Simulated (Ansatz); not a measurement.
**Ligand exchange: C3H7ClMg + C3H8OSn → C3H8MgO + C3H7ClSn**

Species: C3H7ClMg `C[CH](C)[Mg][Cl]`, singlet; C3H8OSn `C[CH](C)[Sn][OH]`, singlet; C3H8MgO `C[CH](C)[Mg][OH]`, singlet; C3H7ClSn `C[CH](C)[Sn][Cl]`, singlet. The partners trade Cl for OH: Mg–Cl and Sn–OH bonds give way to Mg–OH and Sn–Cl.

Shapes, held fixed at every level: PBE0-D4/def2-TZVP. Flexible molecules stand in one conformer, not always the lowest. Programs: Ansatz 0.2.0. The zero-point and thermal change to 298 K, harmonic and unscaled (PBE0-D4/def2-TZVP), is -1.0 kJ/mol.

```json
{"level": "SPW92/def2-TZVPP", "kind": "LDA", "ΔH(298 K) (kJ/mol)": "+8.6", "less CCSD(T)/def2-TZVPP": "-2.0", "CPU time (sum over the molecules)": "30 s"}
{"level": "B3LYP-D4/def2-TZVPP", "kind": "global hybrid", "ΔH(298 K) (kJ/mol)": "+5.2", "less CCSD(T)/def2-TZVPP": "-5.4", "CPU time (sum over the molecules)": "1.7 min"}
{"level": "BHLYP-D4/def2-TZVPP", "kind": "global hybrid", "ΔH(298 K) (kJ/mol)": "+2.9", "less CCSD(T)/def2-TZVPP": "-7.7", "CPU time (sum over the molecules)": "69 s"}
{"level": "r2SCAN0-D4/def2-TZVPP", "kind": "global hybrid", "ΔH(298 K) (kJ/mol)": "+7.9", "less CCSD(T)/def2-TZVPP": "-2.7", "CPU time (sum over the molecules)": "1.9 min"}
{"level": "MP2/def2-TZVPP", "kind": "perturbation theory", "ΔH(298 K) (kJ/mol)": "+5.6", "less CCSD(T)/def2-TZVPP": "-5.0", "CPU time (sum over the molecules)": "–"}
{"level": "CCSD(T)/def2-SVP", "kind": "coupled cluster or CI", "ΔH(298 K) (kJ/mol)": "+7.9", "less CCSD(T)/def2-TZVPP": "-2.7", "CPU time (sum over the molecules)": "3.5 min"}
{"level": "CCSD(T)/def2-TZVPP", "kind": "coupled cluster or CI", "ΔH(298 K) (kJ/mol)": "+10.6", "less CCSD(T)/def2-TZVPP": "0.0", "CPU time (sum over the molecules)": "1.8 h"}
```

The highest level, CCSD(T)/def2-TZVPP, gives ΔH(298 K) = +10.6 kJ/mol; the levels span +2.9 to +10.6. The column of differences is taken from that level and isn't an error. No measured value is set beside it here. For atoms past krypton def2 sets carry core potentials with scalar relativity. Outer-core shells of Mg, Sn are correlated in most correlated rows, in sets that cover them unevenly. Times are processor times on shared x86 and Arm servers, and rough.

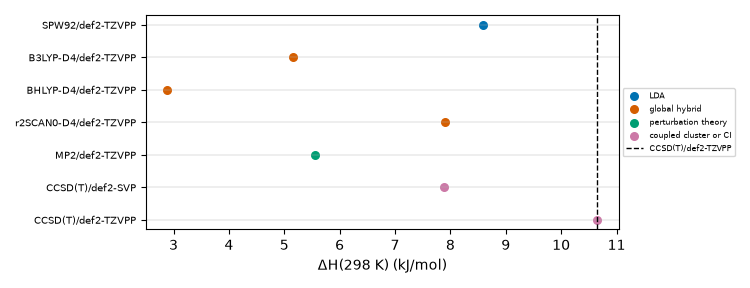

The values of the table, level by level.
